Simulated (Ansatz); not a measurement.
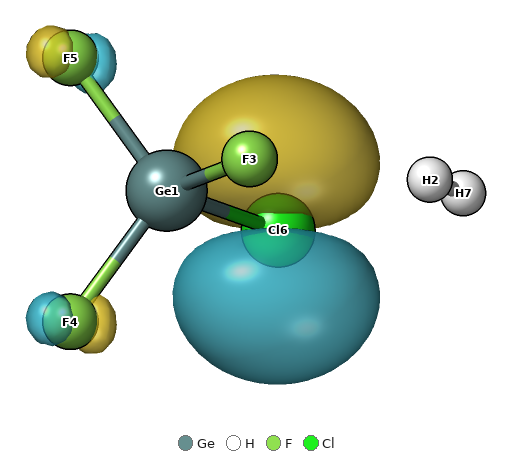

Figure. ClF3Ge···H2. The HOMO−1 at ±0.15 Å⁻³ᐟ² (yellow and cyan are the two phases), seen from one side.

Not at a stationary point (largest force 1.6 eV/Å).

Method: RKS B3LYP/def2-SVP in Ansatz 0.2.0.

```yaml
atoms:
  - { symbol: Ge, position_ang: [-0.5634, 0.0001, -0.4023] }
  - { symbol: H, position_ang: [0.1674, -0.0009, 2.2648] }
  - { symbol: F, position_ang: [0.9856, 0.0002, 0.3314] }
  - { symbol: F, position_ang: [-0.6045, 1.3961, -1.3947] }
  - { symbol: F, position_ang: [-0.6042, -1.3963, -1.3944] }
  - { symbol: Cl, position_ang: [-2.3187, 0.0000, 0.8965] }
  - { symbol: H, position_ang: [-0.4323, 0.0008, 2.6574] }
```

Question: Where does this orbital lie, and at what energy?

Answer: Its weight (Hirshfeld) is mainly on Cl6 (about 90 %); largely a lone pair of Cl6. Its energy is −9.94 eV.
